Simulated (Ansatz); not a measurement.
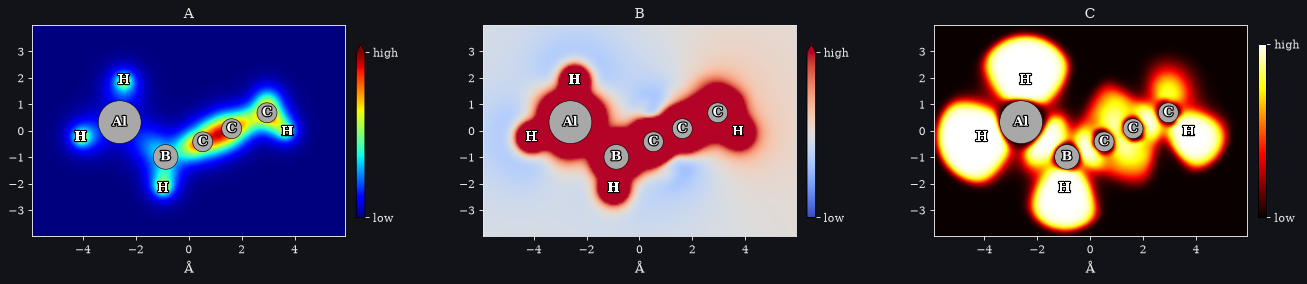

C3H6AlB (SMILES CC#C[BH][AlH2]): 3 fields on the plane of atoms C3, B4 and Al5, with unlabelled colour scales. Grey discs cover the atomic cores.

Level of theory: RHF/6-31G* (Ansatz 0.2.0).

Input file:

```
crystal:
  periodic: [false, false, false]
  atoms:
    - { symbol: C, position_ang: [-1.0511, -2.4186, 0.4343] }
    - { symbol: C, position_ang: [-0.4388, -1.0742, 0.4707] }
    - { symbol: C, position_ang: [0.0795, 0.0033, 0.4975] }
    - { symbol: B, position_ang: [0.8823, 1.3776, 0.5565] }
    - { symbol: Al, position_ang: [0.9871, 2.485, -1.179] }
    - { symbol: H, position_ang: [-0.4368, -3.0927, -0.0801] }
    - { symbol: H, position_ang: [-2.0213, -2.2815, -0.1419] }
    - { symbol: H, position_ang: [-1.2795, -2.6996, 1.448] }
    - { symbol: H, position_ang: [1.2459, 1.7904, 1.6228] }
    - { symbol: H, position_ang: [1.7116, 3.9159, -1.091] }
    - { symbol: H, position_ang: [0.3865, 1.9375, -2.5172] }
basis:
  gaussian: { orbitals: "6-31G*" }
hamiltonian:
  xc: hf
relax:
  f_tol: 0.015
  max_steps: 40
output:
  orbitals: {}
```

Run with:

```sh
ansatz run input.yaml --threads 1 --pin off --max-ram 2048MiB --backend cpu --events-out ev --progress --plain --runs-dir out
```

The fields are those of the relaxed geometry.

Which field does each panel show? The fields are: electron density, electron localisation function and electrostatic potential.

Answer. Panel A: electron density. Panel B: electrostatic potential (strongly positive close to the atoms, with negative regions outside electron-rich atoms). Panel C: electron localisation function. From the grid: C–C (1.20 Å): the density is about 2.8 e/Å³ at the midpoint; the ELF peaks at about 0.85 between the atoms; a multiple bond. C–B (1.51 Å): ρ at the midpoint is about 1.6 e/Å³; the ELF peaks at about 1 between the atoms: a covalent bond.
